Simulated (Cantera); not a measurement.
Input: 1 mol HMDSO, 0.94 mol H₂O, equilibrated at 32.3 Torr.

Method: chemical equilibrium by Gibbs-energy minimisation in Cantera with the NASA 1993 tables (ideal gas, pure condensed phases). Candidate condensed phases: C, C₆H₆, C₇H₈, C₈H₁₈, H₂O, Si, SiC, SiO₂; 123 gas species. The feed counts by its element totals alone. Mutual solubility and eutectic melting of coexisting phases are not modelled. The tables hold silica as quartz up to 1696 K and as liquid above; real silica turns to tridymite and cristobalite and melts near 1996 K. The numbers say what is thermodynamically allowed, not how fast it happens.

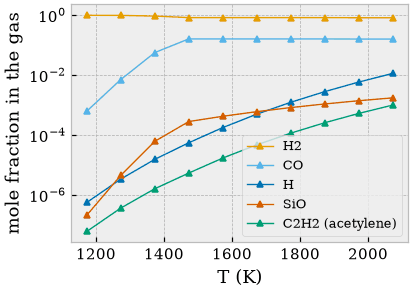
Equilibrium gas composition (values under 1e-9 drawn at 1e-9)

Task: Read off the mole fractions at 1673 K.

Result: H₂ about 0.84, CO about 0.16, SiO about 0.00061, H about 0.00050, C₂H₂ (acetylene) about 4.8e-5.
